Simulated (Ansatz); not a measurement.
## Geometry relaxation, with input and output: C18H3B (part 3 of 3)

Continued. System: C18H3B (slab, 22 atoms in the cell). Method: DFT PBE, scalar-relativistic, plane waves, PAW, PAW set soft_1, no spin polarisation (Ansatz 0.2.0); cutoff 420 eV, 2×2×1 k-mesh, Fermi–Dirac smearing of 0.05 eV. It belongs to a series of runs on one base structure; here: end point B relaxed.

Geometry of the input (Å; fractional positions):
```
7.3980  0.0000  0.0000
-3.6990  6.4069  0.0000
0.0000  0.0000  12.0000
C  0.0000  0.0000  0.0833
C  0.2222  0.1111  0.0833
C  0.0000  0.3333  0.0833
C  0.2222  0.4444  0.0833
C  0.0000  0.6667  0.0833
C  0.2222  0.7778  0.0833
C  0.3333  0.0000  0.0833
C  0.5556  0.1111  0.0833
C  0.3333  0.3333  0.0833
C  0.5556  0.4444  0.0833
C  0.3333  0.6667  0.0833
C  0.5556  0.7778  0.0833
C  0.6667  0.0000  0.0833
C  0.8889  0.1111  0.0833
C  0.6667  0.3333  0.0833
C  0.8889  0.4444  0.0833
C  0.6667  0.6667  0.0833
C  0.8889  0.7778  0.0833
B  0.9444  0.8889  0.2050
H  1.2593  1.2963  0.1650
H  1.0352  0.7939  0.2365
H  1.0394  1.0746  0.2365
```

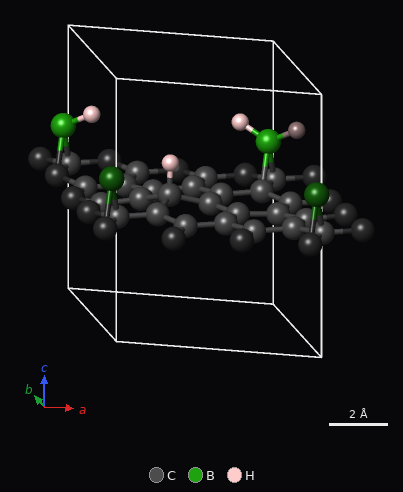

The geometry at step 10 of the log (ball-and-stick view of the cell of the calculation, with the vacuum cut short, seen slightly off an axis; neighbours outside the cell are drawn fainter).

### Trajectory as extended XYZ, continued
```
22
Lattice="7.3980 0.0000 0.0000 -3.6990 6.4069 0.0000 0.0000 0.0000 12.0000" Properties=species:S:1:pos:R:3:forces:R:3 step=5 energy=-4716.84006
C    -0.0003   -0.0035    0.9033   -0.2991  -0.1579   0.2596
C     1.2338    0.6605    0.9672    0.0441   0.0960   0.5947
C    -1.2474    2.1253    0.8156    0.0393   0.0067  -0.0649
C    -0.0451    2.8448    0.8904    0.3077  -0.1916   0.1153
C    -2.4569    4.2436    0.8506   -0.2912   0.0489   0.0601
C    -1.2403    4.9567    0.7961    0.1172   0.1589  -0.0242
C     2.4769   -0.0255    0.8774   -0.2205  -0.0700  -0.0238
C     3.6845    0.6985    0.9153    0.0943  -0.0265  -0.1019
C     1.2133    2.1225    1.2934   -0.2730  -0.0189   0.3465
C     2.4807    2.8520    1.0141   -0.0931  -0.1249   0.0203
C    -0.0146    4.2462    0.8507   -0.0536  -0.0704  -0.0400
C     1.2164    4.9659    0.9416    0.0066   0.0469  -0.0424
C     4.9313   -0.0158    0.8913   -0.1902  -0.0701  -0.0273
C     6.1338    0.7029    0.8437    0.2259   0.0541   0.0000
C     3.6838    2.1296    0.9278    0.0268   0.0196  -0.0918
C     4.9205    2.8387    0.8315   -0.0189  -0.0094  -0.0859
C     2.4418    4.2435    1.0032    0.1152   0.0534   0.0426
C     3.6860    4.9635    1.0628    0.2855  -0.0476  -0.1747
B     3.9485    5.8442    2.6122   -0.4214   0.8049   0.1246
H     4.8362    8.5212    2.4184    0.1611   0.1893  -0.1976
H     4.8754    5.3221    3.1511    0.1404   0.1647  -0.1776
H     3.1889    6.5829    3.2593    0.2964  -0.8567  -0.5030
22
Lattice="7.3980 0.0000 0.0000 -3.6990 6.4069 0.0000 0.0000 0.0000 12.0000" Properties=species:S:1:pos:R:3:forces:R:3 step=6 energy=-4717.02721
C    -0.0081   -0.0006    0.9204   -0.1297  -0.1516   0.1351
C     1.2270    0.6603    1.0459   -0.0451   0.1051   0.2257
C    -1.2457    2.1277    0.8083    0.0662  -0.0157  -0.0503
C    -0.0424    2.8452    0.9133    0.1232  -0.1168   0.0324
C    -2.4586    4.2454    0.8353   -0.2141  -0.0310   0.0354
C    -1.2413    4.9615    0.8009    0.0994   0.0713  -0.0315
C     2.4686   -0.0244    0.9049   -0.0253  -0.0312  -0.0906
C     3.6791    0.6989    0.9031    0.0829  -0.0167  -0.0240
C     1.2114    2.1307    1.3425   -0.1693  -0.0487   0.2666
C     2.4780    2.8522    1.0174   -0.0580  -0.0894  -0.0253
C    -0.0158    4.2473    0.8557    0.0090  -0.0594  -0.0155
C     1.2160    4.9682    0.9377    0.0135   0.0277  -0.0087
C     4.9261   -0.0153    0.8753   -0.1050   0.0141  -0.0124
C     6.1320    0.7066    0.8377    0.0514  -0.0091   0.0323
C     3.6799    2.1302    0.9019    0.0665   0.0256  -0.0219
C     4.9191    2.8394    0.7956   -0.0578   0.0361   0.0302
C     2.4432    4.2449    0.9957    0.0520   0.0145   0.0578
C     3.6889    4.9617    1.0459    0.2429   0.0272  -0.1476
B     3.9653    5.8447    2.5881   -0.3623   0.4359  -0.1289
H     4.8574    8.5666    2.4645    0.1062   0.1780  -0.1118
H     4.9524    5.4304    3.0878    0.2157  -0.0356  -0.0203
H     3.1147    6.3982    3.2394    0.0373  -0.3294  -0.1282
22
Lattice="7.3980 0.0000 0.0000 -3.6990 6.4069 0.0000 0.0000 0.0000 12.0000" Properties=species:S:1:pos:R:3:forces:R:3 step=7 energy=-4717.08732
C    -0.0087    0.0058    0.9314    0.0365  -0.1331   0.1470
C     1.2261    0.6691    1.0862    0.0731   0.0301  -0.0053
C    -1.2381    2.1324    0.8068    0.0300  -0.0623   0.0200
C    -0.0344    2.8478    0.9254    0.0250  -0.0092   0.0138
C    -2.4531    4.2498    0.8147   -0.0746   0.0372   0.0676
C    -1.2340    4.9702    0.7910    0.0455  -0.0345  -0.0215
C     2.4683   -0.0169    0.9068   -0.0447   0.0175  -0.0025
C     3.6819    0.7034    0.9005    0.0882   0.0175  -0.0183
C     1.2142    2.1411    1.3817   -0.0403  -0.0489   0.0714
C     2.4821    2.8544    1.0201   -0.0104   0.0031   0.0040
C    -0.0086    4.2499    0.8543    0.0010   0.0260  -0.0008
C     1.2230    4.9723    0.9368    0.0050   0.0394   0.0030
C     4.9273   -0.0113    0.8718   -0.0500   0.0123   0.0093
C     6.1345    0.7122    0.8457   -0.0682   0.0364  -0.0484
C     3.6853    2.1347    0.8948    0.0336  -0.0106  -0.0164
C     4.9247    2.8437    0.7810   -0.0595   0.0158   0.0233
C     2.4528    4.2483    0.9896    0.0181   0.0295  -0.0204
C     3.7007    4.9657    1.0147   -0.0002  -0.0130  -0.0657
B     3.9463    5.8421    2.5732   -0.1719   0.0205  -0.0677
H     4.8767    8.6098    2.4990    0.0566   0.1072  -0.0346
H     4.9612    5.4723    3.0633    0.0719  -0.0141  -0.0196
H     3.0190    6.2230    3.2282    0.0344  -0.0660  -0.0383
22
Lattice="7.3980 0.0000 0.0000 -3.6990 6.4069 0.0000 0.0000 0.0000 12.0000" Properties=species:S:1:pos:R:3:forces:R:3 step=8 energy=-4717.10430
C     0.0055    0.0143    0.9698    0.0084   0.2094  -0.0902
C     1.2450    0.6897    1.0765   -0.1350  -0.0960  -0.0337
C    -1.2269    2.1428    0.8224   -0.0987   0.1411  -0.0022
C    -0.0254    2.8619    0.9386    0.0279   0.0192  -0.0165
C    -2.4471    4.2647    0.8263    0.0809  -0.0680  -0.1989
C    -1.2256    4.9845    0.7974   -0.0916   0.0575   0.0219
C     2.4764    0.0016    0.9037    0.0128   0.0484  -0.0362
C     3.6960    0.7224    0.8886   -0.1446   0.0438   0.0501
C     1.2258    2.1559    1.3891    0.0772   0.0163  -0.1287
C     2.4892    2.8706    1.0063   -0.0353  -0.0541  -0.0261
C    -0.0021    4.2665    0.8605   -0.0040  -0.0972   0.0301
C     1.2273    4.9916    0.9312    0.0017  -0.0177  -0.0115
C     4.9331    0.0061    0.8704    0.1185  -0.0343  -0.0337
C     6.1447    0.7249    0.8543    0.1058  -0.0194   0.1744
C     3.6961    2.1519    0.8814   -0.1127  -0.0329   0.0558
C     4.9327    2.8591    0.7905    0.1648  -0.0862  -0.0575
C     2.4549    4.2636    0.9665    0.0787  -0.0626  -0.0311
C     3.7042    4.9742    0.9843    0.0702   0.0200   0.1653
B     3.8832    5.7371    2.5724   -0.0912   0.1169   0.0973
H     4.9039    8.6407    2.5036    0.0328  -0.0362   0.0619
H     4.9221    5.4364    3.0648    0.0221   0.0379   0.0002
H     2.9342    6.0591    3.2185   -0.0889  -0.1053   0.0105
22
Lattice="7.3980 0.0000 0.0000 -3.6990 6.4069 0.0000 0.0000 0.0000 12.0000" Properties=species:S:1:pos:R:3:forces:R:3 step=9 energy=-4717.12954
C     0.0154    0.0241    0.9983   -0.0376   0.1030  -0.0108
C     1.2567    0.7033    1.0680   -0.0620  -0.0999  -0.0932
C    -1.2159    2.1527    0.8334   -0.1049   0.1779  -0.0217
C    -0.0142    2.8723    0.9443    0.0119   0.0206  -0.0355
C    -2.4374    4.2743    0.8131    0.0486  -0.0438  -0.0868
C    -1.2167    4.9956    0.7945   -0.0926   0.0250   0.0378
C     2.4818    0.0145    0.8967   -0.0266   0.0708  -0.0008
C     3.7057    0.7342    0.8854   -0.0910   0.0190   0.0484
C     1.2401    2.1658    1.3844    0.0813   0.0468  -0.1646
C     2.4985    2.8787    0.9874   -0.0463   0.0048  -0.0321
C     0.0072    4.2768    0.8620   -0.0136  -0.0516   0.0015
C     1.2368    5.0026    0.9260   -0.0024  -0.0099  -0.0159
C     4.9419    0.0170    0.8746    0.0778  -0.0542  -0.0237
C     6.1552    0.7361    0.8757    0.1322  -0.0690   0.1836
C     3.7062    2.1612    0.8710   -0.0618  -0.0161   0.0340
C     4.9442    2.8676    0.7832    0.1223  -0.0912  -0.0377
C     2.4647    4.2716    0.9469    0.0659  -0.0780  -0.0211
C     3.7139    4.9806    0.9689    0.0578   0.1197   0.2287
B     3.8217    5.6847    2.5924    0.0458   0.0151  -0.0105
H     4.9327    8.6546    2.4987    0.0119  -0.0842   0.1085
H     4.8822    5.4570    3.0933   -0.0986   0.0491  -0.0336
H     2.8265    5.8943    3.2185   -0.0185  -0.0540  -0.0534
22
Lattice="7.3980 0.0000 0.0000 -3.6990 6.4069 0.0000 0.0000 0.0000 12.0000" Properties=species:S:1:pos:R:3:forces:R:3 step=10 energy=-4717.13928
C     0.0256    0.0344    1.0282   -0.0653   0.1023  -0.1788
C     1.2681    0.7163    1.0437   -0.0187  -0.0704  -0.0290
C    -1.2056    2.1645    0.8515   -0.0257   0.0704   0.0090
C    -0.0025    2.8835    0.9468    0.0331  -0.0161  -0.0175
C    -2.4271    4.2837    0.8111    0.0129  -0.0209  -0.0001
C    -1.2091    5.0062    0.7996    0.0031  -0.0104   0.0037
C     2.4869    0.0275    0.8900   -0.0261   0.0134   0.0132
C     3.7153    0.7449    0.8934    0.0263  -0.0040   0.0033
C     1.2565    2.1735    1.3679   -0.0048   0.0523  -0.0992
C     2.5091    2.8867    0.9684   -0.0552   0.0832  -0.0070
C     0.0166    4.2869    0.8647   -0.0166   0.0255  -0.0224
C     1.2477    5.0120    0.9255   -0.0152   0.0048  -0.0184
C     4.9528    0.0260    0.8930   -0.0494  -0.0426  -0.0043
C     6.1674    0.7465    0.9172    0.0945  -0.0235   0.0345
C     3.7173    2.1695    0.8700    0.0443  -0.0158  -0.0083
C     4.9569    2.8750    0.7858   -0.0089  -0.0352   0.0055
C     2.4771    4.2788    0.9361    0.0054  -0.0734  -0.0582
C     3.7254    4.9891    0.9730   -0.0114   0.0210  -0.0140
B     3.7600    5.6417    2.5842    0.0740  -0.0404   0.4056
H     4.9625    8.6454    2.4864   -0.0146  -0.0826   0.0820
H     4.8308    5.4871    3.1057   -0.2318   0.0582   0.0013
H     2.7156    5.7407    3.1748    0.2497   0.0032  -0.1017
22
Lattice="7.3980 0.0000 0.0000 -3.6990 6.4069 0.0000 0.0000 0.0000 12.0000" Properties=species:S:1:pos:R:3:forces:R:3 step=11 energy=-4717.14783
C     0.0208    0.0338    1.0170    0.0663  -0.0143  -0.0036
C     1.2632    0.7108    1.0297    0.0695   0.0336  -0.1205
C    -1.2097    2.1661    0.8514    0.0624  -0.1352  -0.0038
C    -0.0038    2.8818    0.9304   -0.0291   0.0126   0.0608
C    -2.4302    4.2805    0.8282    0.0208   0.0432  -0.0468
C    -1.2125    5.0029    0.8046   -0.0150   0.0077  -0.0158
C     2.4831    0.0246    0.8886   -0.0045  -0.0388  -0.0162
C     3.7134    0.7415    0.8939   -0.0503   0.0562   0.0043
C     1.2518    2.1688    1.3479   -0.0140   0.0059   0.0339
C     2.5027    2.8880    0.9578    0.0838  -0.1891   0.0319
C     0.0135    4.2861    0.8523    0.0486  -0.0453   0.0326
C     1.2455    5.0094    0.9176   -0.0287  -0.0229  -0.0317
C     4.9497    0.0212    0.8964    0.0838   0.0799  -0.0198
C     6.1677    0.7445    0.9202   -0.1264   0.0479  -0.0134
C     3.7154    2.1661    0.8691   -0.0679  -0.0068   0.0322
C     4.9529    2.8712    0.7941   -0.0161   0.0486   0.0060
C     2.4742    4.2747    0.9261    0.0248   0.1126   0.0812
C     3.7235    4.9888    0.9915   -0.0657  -0.0615   0.0181
B     3.7843    5.6611    2.6049   -0.0992  -0.0612  -0.0030
H     4.9502    8.6020    2.4735    0.0143   0.0864  -0.0422
H     4.8428    5.5303    3.1337    0.0216   0.0219   0.0080
H     2.7485    5.7653    3.1883    0.0216   0.0186   0.0042
22
Lattice="7.3980 0.0000 0.0000 -3.6990 6.4069 0.0000 0.0000 0.0000 12.0000" Properties=species:S:1:pos:R:3:forces:R:3 step=12 energy=-4717.14598 accepted=F
C     0.0243    0.0328    1.0046   -0.0876   0.0305  -0.0259
C     1.2664    0.7124    0.9964   -0.0655   0.0082   0.1839
C    -1.2082    2.1610    0.8511   -0.0455   0.1347   0.0358
C    -0.0045    2.8798    0.9457    0.0230  -0.0184  -0.0719
C    -2.4287    4.2802    0.8221   -0.0480  -0.0290   0.0324
C    -1.2115    5.0004    0.7942    0.0616  -0.0156   0.0066
C     2.4847    0.0216    0.8677    0.0000   0.0677   0.0095
C     3.7132    0.7407    0.8874    0.0360  -0.0451  -0.0081
C     1.2530    2.1656    1.3505    0.0311  -0.0956   0.0020
C     2.5088    2.8810    0.9795   -0.1332   0.2992  -0.0235
C     0.0160    4.2819    0.8646   -0.1142   0.0551  -0.0524
C     1.2456    5.0068    0.9258    0.0561   0.0758   0.0335
C     4.9510    0.0224    0.8898   -0.0689  -0.1033   0.0232
C     6.1656    0.7437    0.9127    0.1577  -0.0916   0.0184
C     3.7156    2.1649    0.8796    0.0728  -0.0409  -0.0245
C     4.9539    2.8719    0.7997    0.0475  -0.0496  -0.0129
C     2.4760    4.2753    0.9564   -0.0568  -0.2089  -0.1237
C     3.7223    4.9867    0.9967    0.1118   0.0632  -0.0099
B     3.7731    5.6551    2.6001    0.0393   0.0635   0.0285
H     4.9518    8.6038    2.4747   -0.0091  -0.0756  -0.0128
H     4.8350    5.5440    3.1302   -0.0020  -0.0046   0.0033
H     2.7440    5.7876    3.1875   -0.0066  -0.0202  -0.0108
22
Lattice="7.3980 0.0000 0.0000 -3.6990 6.4069 0.0000 0.0000 0.0000 12.0000" Properties=species:S:1:pos:R:3:forces:R:3 step=13 energy=-4717.15163
C     0.0233    0.0330    1.0136    0.0009   0.0054  -0.0163
C     1.2658    0.7118    1.0161   -0.0047   0.0018  -0.0004
C    -1.2079    2.1634    0.8530    0.0013  -0.0031  -0.0007
C    -0.0033    2.8807    0.9368   -0.0020   0.0044   0.0043
C    -2.4288    4.2805    0.8248    0.0046   0.0025  -0.0031
C    -1.2112    5.0020    0.7990   -0.0009  -0.0029  -0.0004
C     2.4845    0.0238    0.8792   -0.0070   0.0011  -0.0035
C     3.7142    0.7414    0.8908   -0.0047   0.0060   0.0009
C     1.2535    2.1673    1.3486    0.0028  -0.0132   0.0134
C     2.5058    2.8851    0.9654    0.0006   0.0030   0.0007
C     0.0150    4.2843    0.8558   -0.0038  -0.0062   0.0012
C     1.2462    5.0085    0.9189    0.0012   0.0043  -0.0039
C     4.9512    0.0217    0.8931    0.0024  -0.0011  -0.0029
C     6.1678    0.7437    0.9183    0.0083  -0.0076   0.0070
C     3.7163    2.1655    0.8735   -0.0001  -0.0074   0.0025
C     4.9544    2.8713    0.7967    0.0051   0.0031   0.0019
C     2.4754    4.2745    0.9362   -0.0051  -0.0096   0.0001
C     3.7237    4.9874    0.9930    0.0028   0.0104   0.0327
B     3.7739    5.6543    2.6054   -0.0043   0.0190  -0.0091
H     4.9533    8.6054    2.4730    0.0004   0.0070  -0.0141
H     4.8348    5.5441    3.1374   -0.0038  -0.0079  -0.0037
H     2.7396    5.7700    3.1882    0.0058  -0.0089  -0.0068
22
Lattice="7.3980 0.0000 0.0000 -3.6990 6.4069 0.0000 0.0000 0.0000 12.0000" Properties=species:S:1:pos:R:3:forces:R:3 step=14 energy=-4717.15165
C     0.0232    0.0332    1.0107   -0.0037   0.0017   0.0044
C     1.2655    0.7118    1.0151    0.0014   0.0044   0.0064
C    -1.2080    2.1631    0.8532   -0.0056   0.0082   0.0016
C    -0.0036    2.8806    0.9379    0.0025   0.0013  -0.0038
C    -2.4288    4.2805    0.8259   -0.0073  -0.0036  -0.0018
C    -1.2114    5.0018    0.7986    0.0041   0.0003   0.0008
C     2.4843    0.0236    0.8782   -0.0001   0.0025   0.0029
C     3.7139    0.7414    0.8909    0.0003  -0.0011  -0.0004
C     1.2532    2.1669    1.3492    0.0016  -0.0066   0.0059
C     2.5059    2.8848    0.9676   -0.0050   0.0179  -0.0006
C     0.0149    4.2840    0.8563   -0.0057   0.0016  -0.0029
C     1.2460    5.0083    0.9189    0.0030   0.0054   0.0037
C     4.9512    0.0216    0.8923   -0.0035  -0.0065   0.0005
C     6.1677    0.7435    0.9171    0.0033  -0.0040   0.0004
C     3.7162    2.1654    0.8754    0.0055  -0.0026  -0.0018
C     4.9544    2.8714    0.7983    0.0033  -0.0008  -0.0001
C     2.4753    4.2744    0.9388    0.0014  -0.0112  -0.0101
C     3.7236    4.9876    0.9954    0.0055  -0.0054  -0.0125
B     3.7751    5.6589    2.6031   -0.0009  -0.0201   0.0074
H     4.9526    8.6061    2.4731    0.0004  -0.0033  -0.0057
H     4.8346    5.5396    3.1350    0.0054   0.0126   0.0019
H     2.7414    5.7712    3.1861   -0.0059   0.0094   0.0039
```

### Summary

| quantity | value |
| --- | --- |
| outcome | converged |
| electrons treated | 78 |
| free energy | −4717.1516 eV |
| Fermi energy | −0.759 eV |
| final volume | 568.78 Å³ |
| largest force (length of the vector) at the end | 0.021 eV/Å |
| hardware | 1 thread of Arm Neoverse V1, 24 GiB of memory available, shared host |
| wall time | 2.3 min |
| peak memory | 0.69 GiB |

The program warns: the exchange-correlation potential is rough where the density is thin. The k-point mesh is coarse for a cell of this size, so the results may not be converged.
